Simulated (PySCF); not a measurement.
B(All)(F)2, SMILES C(CB(F)F)=C (C3H5BF2) at its PBE0/def2-SVP optimised geometry (Å):

```
11

B     -0.7453    -0.5243     0.0000
C      0.8205    -0.5243     0.0000
C      1.4520     0.7570     0.4424
C      2.3013     0.8855     1.4625
H      1.0991    -0.7460    -1.0513
H      1.1861    -1.3857     0.5826
H      1.1659     1.6538    -0.1210
H      2.6157     0.0234     2.0604
H      2.7132     1.8591     1.7396
F     -1.4520     0.5912     0.0000
F     -1.4298    -1.6538    -0.0401
```

Calculation: PBE0/def2-TZVP in PySCF. Cells within 0.4 Å of a nucleus heavier than hydrogen are left out (blank, or x).

Map of the deformation density (molecule minus spherical neutral atoms) (e/bohr³) on the plane z = 0.0 Å:

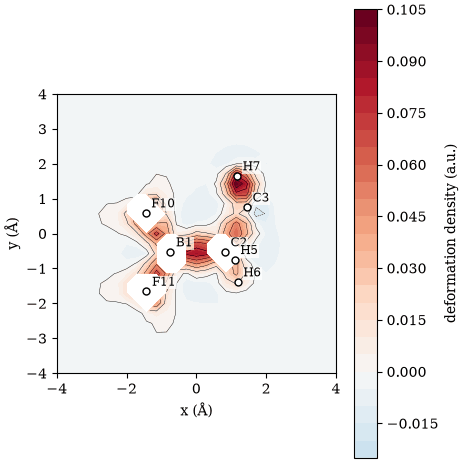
Figure: Deformation density (molecule minus spherical neutral atoms) (e/bohr³) on the plane z = 0.0 Å.
